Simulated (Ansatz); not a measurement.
## A hypothetical structure for KLiBrF

This structure for KLiBrF is made up. Its elements were placed in a known structure type with a cell scaled to their sizes. What cell does the guess relax to, and how far off was it?

Program: Ansatz 0.2.0. Level of theory: DFT, PBE, plane-wave PAW, files of the set soft_1, scalar-relativistic, no spin, cell and ions relaxed at zero pressure; PAW set soft_1. Results are calculated unless marked as measured.

## 1. The starting structure

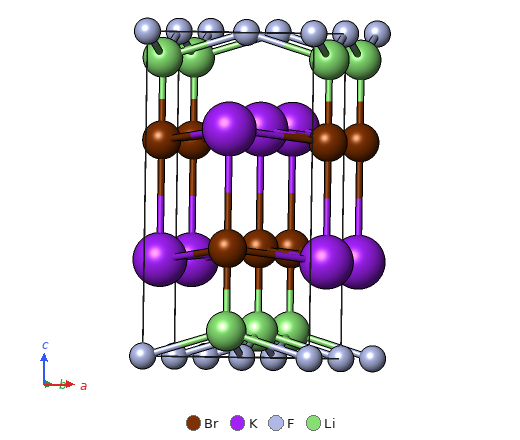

Start, viewed slightly off an axis; bromine brown, potassium purple, fluorine light blue, lithium green. 1×2×1 cells are drawn. Some periodic images of atoms are drawn too.

Coordinates:

```cif
data_structure
_symmetry_space_group_name_H-M 'P 1'
_symmetry_Int_Tables_number 1
_cell_length_a 4.6140
_cell_length_b 4.6140
_cell_length_c 8.8460
_cell_angle_alpha 90.000
_cell_angle_beta 90.000
_cell_angle_gamma 90.000
_cell_volume 188.32
loop_
_atom_site_label
_atom_site_type_symbol
_atom_site_fract_x
_atom_site_fract_y
_atom_site_fract_z
_atom_site_occupancy
Br1 Br 0.50000 0.00000 0.33470 1
Br2 Br 0.00000 0.50000 0.66530 1
K3 K 0.50000 0.00000 0.70270 1
K4 K 0.00000 0.50000 0.29730 1
F5 F 0.50000 0.50000 0.00000 1
F6 F 0.00000 0.00000 0.00000 1
Li7 Li 0.00000 0.50000 0.91970 1
Li8 Li 0.50000 0.00000 0.08030 1
```

## 2. Relaxing cell and atoms

The guess takes its coordinates from another compound and its volume from a rule, so the cell and any free coordinates are relaxed together.

Contents of input.yaml:

```yaml
crystal:
  lattice:
    - [4.614, 0.0, 0.0]
    - [0.0, 4.614, 0.0]
    - [0.0, 0.0, 8.846]
  atoms:
    - { symbol: Br, position: [0.5, 0.0, 0.3347] }
    - { symbol: Br, position: [0.0, 0.5, 0.6653] }
    - { symbol: K, position: [0.5, 0.0, 0.7027] }
    - { symbol: K, position: [0.0, 0.5, 0.2973] }
    - { symbol: F, position: [0.5, 0.5, 0.0] }
    - { symbol: F, position: [0.0, 0.0, 0.0] }
    - { symbol: Li, position: [0.0, 0.5, 0.9197] }
    - { symbol: Li, position: [0.5, 0.0, 0.0803] }
kpoints:
  mp_grid: { grid: [6, 6, 3] }
scf:
  occupations: { method: fermi_dirac, width: 0.05 }
hamiltonian:
  xc: pbe
  pseudopotentials: { kind: paw, azcp: { folder: soft_1 } }
relax:
  f_tol: 0.015
  max_steps: 70
  cell: {}
output:
  forces: true
  stress: true
```

The run is started by

```bash
$ ansatz run input.yaml --threads 4 --pin off --max-ram 10240MiB --backend cpu --events-out ev --progress --plain --runs-dir out
```

Numbers of over 12 decimals in the logs are rounded to 6 here.

The program printed:

```text
Engine: ansatz 0.2.0, x86_64-unknown-linux-gnu
Pseudopotentials: kind: paw
Pseudopotential: Br, paw, valence charge 7, recommended cutoff 420 eV (normal), soft_1/Br.paw.azcp
Pseudopotential: K, paw, valence charge 9, recommended cutoff 420 eV (normal), soft_1/K.paw.azcp
Pseudopotential: F, paw, valence charge 7, recommended cutoff 420 eV (normal), soft_1/F.paw.azcp
Pseudopotential: Li, paw, valence charge 3, recommended cutoff 420 eV (normal), soft_1/Li.paw.azcp
Functional definition: PBE
  parameter kappa = 0.804
  parameter beta = 0.066725
  exchange = pbe_x(kappa = kappa, mu = beta*pi^2/3)
  correlation = pbe_c(beta = beta)
Crystal: 8 atoms, lattice volume = 188.322 Å³
Basis set: ecut = 420 eV, 3725 PW (Γ), exchange–correlation on 64×64×120 points (8 copies of the dense FFT grid, shifted against one another)
Bands: 34, of which v1, the nominal top of the filled ones, is band 26 counted from 1 (25 counted from 0)
Symmetry: 16 space group operations
Space group: P4/nmm (ITA 129), of the structure as read, at distance tolerance 5.7e-5 Å
k-points: 20 of 108
Non-local potential: Br, projectors of the file, l = 0: 2, l = 1: 2, l = 2: 2
Non-local potential: K, projectors of the file, l = 0: 3, l = 1: 2, l = 2: 2
Non-local potential: F, projectors of the file, l = 0: 2, l = 1: 2, l = 2: 1
Non-local potential: Li, projectors of the file, l = 0: 3, l = 1: 2, l = 2: 1
PAW form: soft (Blöchl's): semilocal exchange-correlation on the pseudo side does not see the compensation charge
PAW one-centre angular grid: Br, 110 points (default); XC on 64 Gauss nodes
PAW one-centre angular grid: K, 110 points (default); XC on 64 Gauss nodes
PAW one-centre angular grid: F, 110 points (default); XC on 64 Gauss nodes
PAW one-centre angular grid: Li, 110 points (default); XC on 96 Gauss nodes
Initial density: superposition of atomic densities (chi_scale 0.1, normalization cell, long waves kept (reshape's long-wave potential 0.81 eV rms))
Initial wavefunctions: pseudopotential atomic-orbital guess
Functional: x = pbe(κ = 0.804, μ = 0.219515), c = pbe(β = 0.066725)
SCF iter   1: F=—  HF=-10699.144879 eV  |F-HF|=—  |Δ(HF+E_count)|=         —  Δρ=3.22e-1  dr2=3.62e2  ethr=3.10e-3  ⟨swp⟩=10.2  Hψ=4027  notcnv=0
preconditioner: auto → Kerker (q_TF=auto, 2.202 Å⁻¹)  [metal: Δε(μ)=0.063 eV  Ē_g=5.123 eV  σ=0.050 eV  W_gap=0.30  n_scr=38 (ndim 8)  ℏωp=13.3 eV  f_vac=0.000  D(μ)=6.97/eV (n_scr^D=54)]
SCF iter   2: F=—  HF=-10681.601868 eV  |F-HF|=—  |Δ(HF+E_count)|=    1.75e1  Δρ=4.60e-2  dr2=8.97e0  ethr=3.10e-3  ⟨swp⟩=4.4  Hψ=1896  notcnv=0
preconditioner: auto → Resta (q_TF=auto, 2.202 Å⁻¹)  ε∞=5.2  [insulator: Δε(μ)=0.508 eV  Ē_g=6.497 eV  σ=0.050 eV  W_gap=0.97  n_scr=38 (ndim 8)  ℏωp=13.3 eV  f_vac=0.000  D(μ)=0.02/eV (n_scr^D=0)  ε∞_Penn≈5.2]
SCF iter   3: F=—  HF=-10680.846898 eV  |F-HF|=—  |Δ(HF+E_count)|=   7.55e-1  Δρ=2.77e-2  dr2=4.86e0  ethr=3.10e-3  ⟨swp⟩=3.1  Hψ=1172  notcnv=0  defer=57
SCF iter   4: F=—  HF=-10680.003393 eV  |F-HF|=—  |Δ(HF+E_count)|=   8.44e-1  Δρ=2.07e-2  dr2=2.19e0  ethr=3.10e-3  ⟨swp⟩=5.1  Hψ=1384  notcnv=0  defer=57
SCF iter   5: F=—  HF=-10679.692948 eV  |F-HF|=—  |Δ(HF+E_count)|=   3.10e-1  Δρ=1.46e-2  dr2=1.33e0  ethr=3.10e-3  ⟨swp⟩=2.7  Hψ=957  notcnv=0  defer=66
SCF iter   6: F=—  HF=-10679.462280 eV  |F-HF|=—  |Δ(HF+E_count)|=   2.31e-1  Δρ=1.26e-2  dr2=7.91e-1  ethr=2.57e-3  ⟨swp⟩=2.9  Hψ=738  notcnv=0  defer=66
SCF iter   7: F=—  HF=-10679.320459 eV  |F-HF|=—  |Δ(HF+E_count)|=   1.42e-1  Δρ=8.55e-3  dr2=3.99e-1  ethr=1.52e-3  ⟨swp⟩=2.7  Hψ=958  notcnv=0  defer=68
SCF iter   8: F=—  HF=-10679.188732 eV  |F-HF|=—  |Δ(HF+E_count)|=   1.32e-1  Δρ=3.13e-3  dr2=4.76e-2  ethr=7.67e-4  ⟨swp⟩=4.0  Hψ=993  notcnv=0  defer=68
SCF iter   9: F=—  HF=-10679.173211 eV  |F-HF|=—  |Δ(HF+E_count)|=   1.55e-2  Δρ=2.11e-4  dr2=1.91e-4  ethr=9.15e-5  ⟨swp⟩=4.2  Hψ=1304  notcnv=0  defer=65
SCF iter  10: F=—  HF=-10679.173237 eV  |F-HF|=—  |Δ(HF+E_count)|=   2.54e-5  Δρ=9.80e-5  dr2=1.35e-5  ethr=3.68e-7  ⟨swp⟩=2.0  Hψ=1001  notcnv=0  defer=65
SCF iter  11: F=—  HF=-10679.173206 eV  |F-HF|=—  |Δ(HF+E_count)|=   3.10e-5  Δρ=1.76e-5  dr2=9.44e-7  ethr=2.60e-8  ⟨swp⟩=2.0  Hψ=1180  notcnv=0  defer=65
SCF iter  12: F=-10679.173206 eV  HF=-10679.173206 eV  |F-HF|=3.39e-8  |Δ(HF+E_count)|=   4.53e-7  Δρ=4.67e-6  dr2=5.23e-8  ethr=1.92e-10  ⟨swp⟩=3.0  Hψ=2593  notcnv=0
SCF 1 converged in 12 iterations: F = -10679.173206 eV  dr2 = 5.23e-8
  greatest PAW one-centre occupation: 1.000 electrons in one spin orbital (limit 2), on the Li atom at site 7 (counted from 0), in its partial waves of l = 0
relax step   1: F+E_penalty+E_count = -10679.17320619 eV  Δ(F+E_penalty+E_count) = +0.000e0 eV  max|allowed force component| = 1.267e0 eV/Å  Δτ_max = 0.0000 Å  P = -1.116 GPa  Ω = 188.322 Å³  (12 SCF iters, dr2 threshold 1.00e-7 eV, accepted)
[... from here on, the SCF cycles and remarks between the steps are left out ...]
relax step   2: F+E_penalty+E_count = -10679.66506565 eV  Δ(F+E_penalty+E_count) = -4.919e-1 eV  max|allowed force component| = 4.238e-1 eV/Å  Δτ_max = 0.1638 Å  P = -0.469 GPa  Ω = 174.966 Å³  energy of the carried Pulay correction = +6.491e-3 eV  (7 SCF iters, dr2 threshold 8.00e-7 eV, accepted)
relax step   3: F+E_penalty+E_count = -10679.77796738 eV  Δ(F+E_penalty+E_count) = -1.129e-1 eV  max|allowed force component| = 2.698e-1 eV/Å  Δτ_max = 0.0626 Å  P = +1.894 GPa  Ω = 161.225 Å³  energy of the carried Pulay correction = +1.369e-2 eV  (7 SCF iters, dr2 threshold 8.00e-7 eV, accepted)
relax step   4: F+E_penalty+E_count = -10679.83641052 eV  Δ(F+E_penalty+E_count) = -5.844e-2 eV  max|allowed force component| = 1.168e-1 eV/Å  Δτ_max = 0.0286 Å  P = +0.070 GPa  Ω = 170.265 Å³  energy of the carried Pulay correction = +8.890e-3 eV  (6 SCF iters, dr2 threshold 8.00e-7 eV, accepted)
relax step   5: F+E_penalty+E_count = -10679.84537041 eV  Δ(F+E_penalty+E_count) = -8.960e-3 eV  max|allowed force component| = 3.923e-2 eV/Å  Δτ_max = 0.0363 Å  P = +0.081 GPa  Ω = 171.231 Å³  energy of the carried Pulay correction = +8.392e-3 eV  (6 SCF iters, dr2 threshold 8.00e-7 eV, accepted)
relax step   6: F+E_penalty+E_count = -10679.85013014 eV  Δ(F+E_penalty+E_count) = -4.760e-3 eV  max|allowed force component| = 3.139e-2 eV/Å  Δτ_max = 0.0287 Å  P = +0.040 GPa  Ω = 172.736 Å³  energy of the carried Pulay correction = +7.621e-3 eV  (6 SCF iters, dr2 threshold 4.10e-7 eV, accepted)
relax step   7: F+E_penalty+E_count = -10679.85124192 eV  Δ(F+E_penalty+E_count) = -1.112e-3 eV  max|allowed force component| = 1.125e-2 eV/Å  Δτ_max = 0.0324 Å  P = -0.002 GPa  Ω = 173.704 Å³  energy of the carried Pulay correction = +7.128e-3 eV  (6 SCF iters, dr2 threshold 6.16e-8 eV, accepted)
relax step   8: F+E_penalty+E_count = -10679.85128319 eV  Δ(F+E_penalty+E_count) = -4.127e-5 eV  max|allowed force component| = 5.100e-3 eV/Å  Δτ_max = 0.0182 Å  P = -0.010 GPa  Ω = 174.073 Å³  energy of the carried Pulay correction = +6.941e-3 eV  (9 SCF iters, accepted)
relax step   9: F+E_penalty+E_count = -10679.85298871 eV  Δ(F+E_penalty+E_count) = -1.706e-3 eV  max|allowed force component| = 5.209e-3 eV/Å  Δτ_max = 0.0000 Å  P = -0.008 GPa  Ω = 174.073 Å³  stress off target by 9.80e-2 GPa  SCF on the basis re-selected at this cell (its energy is not comparable with the rows above)  (7 SCF iters)
relax step  10: F+E_penalty+E_count = -10679.85309751 eV  Δ(F+E_penalty+E_count) = -1.088e-4 eV  max|allowed force component| = 1.917e-3 eV/Å  Δτ_max = 0.0029 Å  P = +0.002 GPa  Ω = 174.356 Å³  energy of the carried Pulay correction = -1.568e-4 eV  (6 SCF iters, dr2 threshold 2.40e-8 eV, accepted)
relax step  11: F+E_penalty+E_count = -10679.85326076 eV  Δ(F+E_penalty+E_count) = -1.632e-4 eV  max|allowed force component| = 1.926e-3 eV/Å  Δτ_max = 0.0000 Å  P = +0.005 GPa  Ω = 174.356 Å³  stress off target by 1.76e-2 GPa  SCF on the basis re-selected at this cell (its energy is not comparable with the rows above)  (5 SCF iters)
basis re-selected at this cell: Δ(F+E_penalty+E_count) = -1.632e-4 eV, ΔP = +0.002 GPa vs the last step (what re-selecting the basis moved, of the pressure what is left beyond the Pulay correction that the steps carried, after the strain that the cell walked since its last selection, with what the two solves' SCF thresholds leave and, on support functions, any second-order correction that the steps lacked; it is no m [...]
SCF converged after 5 iterations
Free energy (F): -10679.853261 eV
Harris-Foulkes:  -10679.853261 eV  (|F-HF|=9.79e-10)
Internal energy: -10679.853261 eV  (E = F + TS)
E sigma→0 (E₀):  -10679.853261 eV
Fermi energy:    3.905586 eV
--- Per-component energies (eV) ---
  E_band       = -504.387272
  E_kinetic    = 1204.036404
  E_local      = -3362.444732  (includes V_loc(G=0)·N_el)
  E_nonlocal   = 262.457302
  E_hartree    = 1207.249090
  E_xc         = -840.732600
  E_vxc        = -774.299728  (∫ρ·V_xc dr)
  E_paw        = -6648.604556  (= ΣΔE_a)
  E_vpaw       = -248.636395  (= ΣTr[D̂ρ^β])
  E_aug_tail   = 0.001851  (compensation charges beyond the density's cutoff)
  E_ewald      = -2501.816021
  E_smearing   = -0.000000  (= −TS)
  E_closure    = -0.000000  (closes the sum)
  Σ components = -10679.853261   (vs F -10679.853261, Δ=0.00e0)
--- Forces (eV/Å), atoms counted from 1 ---
  atom   1  Br    -0.00000000     0.00000000     0.00034039
  atom   2  Br     0.00000000     0.00000000    -0.00034039
  atom   3  K      0.00000000     0.00000000    -0.00031293
  atom   4  K     -0.00000000     0.00000000     0.00031293
  atom   5  F      0.00000000     0.00000000    -0.00000000
  atom   6  F     -0.00000000     0.00000000     0.00000000
  atom   7  Li     0.00000000     0.00000000     0.00192633
  atom   8  Li    -0.00000000     0.00000000    -0.00192633
  max |Σ_I F_I| component: 2.17e-19 eV/Å
--- Stress (GPa, compression-positive) ---
       -0.001839       0.000000       0.000000
        0.000000      -0.001839       0.000000
        0.000000       0.000000       0.017600
  P = ⅓ Tr σ = 0.0046 GPa (0.046 kbar)
--- Relaxed structure (9 steps of the walk, 9 accepted, 2 SCFs on fresh bases) ---
  F+E_penalty+E_count = -10679.85326076 eV   max|allowed force component| = 1.926e-3 eV/Å   (the final SCF, on the basis selected at the relaxed cell)
  cell:  # Å, volume = 174.3561 Å³
    - [4.304564, 0, 0.0]
    - [0, 4.304564, 0.0]
    - [0.0, 0.0, 9.409769]
  atoms:
    - { symbol: Br, position: [0.500000, 0, 0.333041] }
    - { symbol: Br, position: [0, 0.500000, 0.666959] }
    - { symbol: K, position: [0.500000, 0, 0.706241] }
    - { symbol: K, position: [0, 0.500000, 0.293759] }
    - { symbol: F, position: [0.500000, 0.500000, 0] }
    - { symbol: F, position: [0, 0, 0] }
    - { symbol: Li, position: [0, 0.500000, 0.952212] }
    - { symbol: Li, position: [0.500000, 0, 0.047788] }
```

Wall time 16 s (4 threads of AMD EPYC 7B13 (Zen 3), shared host); peak memory 0.62 GiB; 56 s of CPU time.

Relaxation path:

| step | energy less that of the first step (eV) | largest force component (eV/Å) | pressure (GPa) | volume (Å³) |
| --- | --- | --- | --- | --- |
| 1 | 0.0000 | 1.2671 | -1.12 | 188.32 |
| 2 | -0.4919 | 0.4238 | -0.47 | 174.97 |
| 3 | -0.6048 | 0.2698 | 1.89 | 161.22 |
| 4 | -0.6632 | 0.1168 | 0.07 | 170.26 |
| 5 | -0.6722 | 0.0392 | 0.08 | 171.23 |
| 6 | -0.6769 | 0.0314 | 0.04 | 172.74 |
| 7 | -0.6780 | 0.0113 | 0.00 | 173.70 |
| 8 | -0.6781 | 0.0051 | -0.01 | 174.07 |
| 9* | -0.6798 | 0.0052 | -0.01 | 174.07 |
| 10 | -0.6799 | 0.0019 | 0.00 | 174.36 |
| 11* | -0.6801 | 0.0019 | 0.00 | 174.36 |

Relaxation steps marked * repeat the geometry before them on a plane-wave basis chosen anew for their cell, so energy and pressure can jump there.

Forces are held to the 16 operations that the run works with; a distortion that breaks them can't arise in this run.

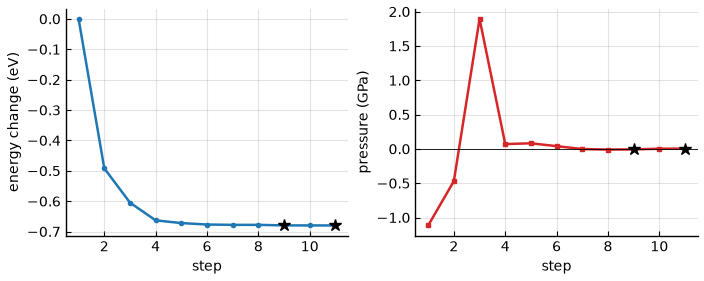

Energy and pressure along the relaxation. Stars mark steps on a basis chosen anew.

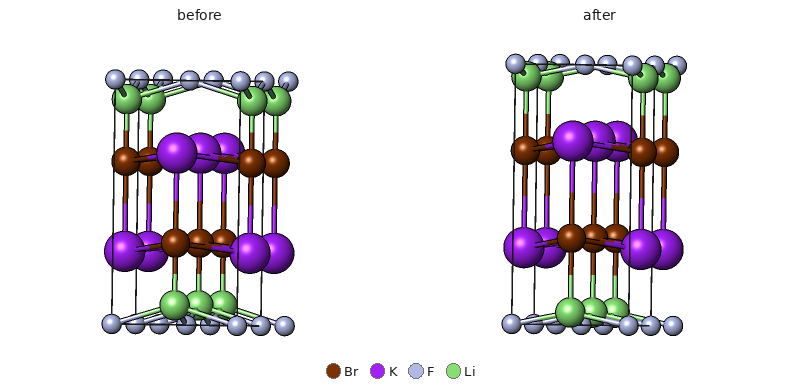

Before and after, at one scale.

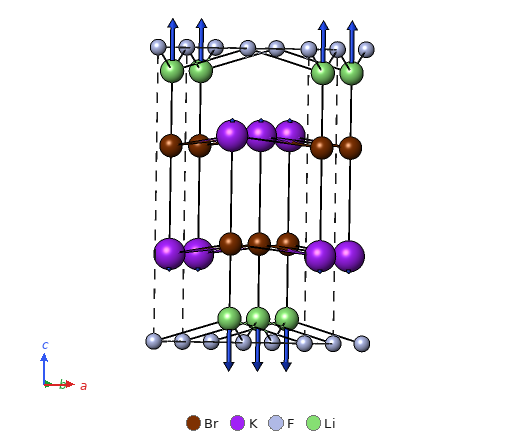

Displacements in the relaxation, exaggerated, measured against the changing cell; the longest in the cell stands for 0.31 Å. 1×2×1 cells are drawn. Some periodic images of atoms are drawn too.

| conventional cell, symmetrised | before | after | change |
| --- | --- | --- | --- |
| a (Å) | 4.614 | 4.305 | -6.7 % |
| b (Å) | 4.614 | 4.305 | -6.7 % |
| c (Å) | 8.846 | 9.410 | +6.4 % |
| volume (Å³/atom) | 23.54 | 21.79 | -7.4 % |

The atoms that moved most (Å, as changes of fractional coordinates times the final cell):

| atom | dx | dy | dz | length |
| --- | --- | --- | --- | --- |
| Li7 | 0.000 | 0.000 | 0.306 | 0.306 |
| Li8 | 0.000 | 0.000 | -0.306 | 0.306 |
| K4 | 0.000 | 0.000 | -0.033 | 0.033 |
| K3 | 0.000 | 0.000 | 0.033 | 0.033 |
| Br2 | 0.000 | 0.000 | 0.016 | 0.016 |
| Br1 | 0.000 | 0.000 | -0.016 | 0.016 |

Final coordinates:

```xyz
8
Lattice="4.3046 0.0000 0.0000 0.0000 4.3046 0.0000 0.0000 0.0000 9.4098" Properties=species:S:1:pos:R:3 pbc="T T T"
Br    2.1523    0.0000    3.1338
Br    0.0000    2.1523    6.2759
K     2.1523    0.0000    6.6456
K     0.0000    2.1523    2.7642
F     2.1523    2.1523    0.0000
F     0.0000    0.0000    0.0000
Li    0.0000    2.1523    8.9601
Li    2.1523    0.0000    0.4497
```

This step gave:

```yaml
free_energy: -10679.8533 eV
fermi_energy: 3.906 eV
gap_by_band_count: 4.692 eV
electrons: 52
symmetry_operations: 16
pressure: 0.004641 GPa
```

The shortest distance of each pair, which need not be the same contact before and after:

| pair | guess (Å) | relaxed (Å) |
| --- | --- | --- |
| F–Li | 2.414 | 2.199 |
| Br–Li | 2.250 | 2.684 |
| F–F | 3.263 | 3.044 |
| Br–K | 3.255 | 3.066 |
| Li–Li | 3.558 | 3.174 |

The relaxation ends with a largest force component of 0.0019 eV/Å and a pressure of 0.00 GPa.

## 3. Outcome

* space group, relaxed: P4/nmm
* conventional cell: a = 4.305, b = 4.305, c = 9.410 Å; α = 90.0°, β = 90.0°, γ = 90.0°
* volume per atom: 21.79 Å³ (guess 23.54)

**Reading.** KLiBrF relaxes to P4/nmm with a = 4.305, b = 4.305 and c = 9.410 Å. The guessed volume was 8 % too large. The space group P4/nmm was held in the relaxation, so the end point is a stationary structure within it and may be a saddle against distortions or other arrangements. Mesh and cutoff weren't tested. No dispersion term is used, so weakly bound directions may come out too long. Nothing here tests whether the compound is stable against decomposition.

[Logs are printed without paths, hosts, clocks, repeated set-up lines and the standing remarks that a program may print on its own settings, such as how far it seeks lower states.]

[Hosts, paths, dates, database ids (printed as entryN), source tags and the programs' standing remarks are cut or masked in the printed files.]
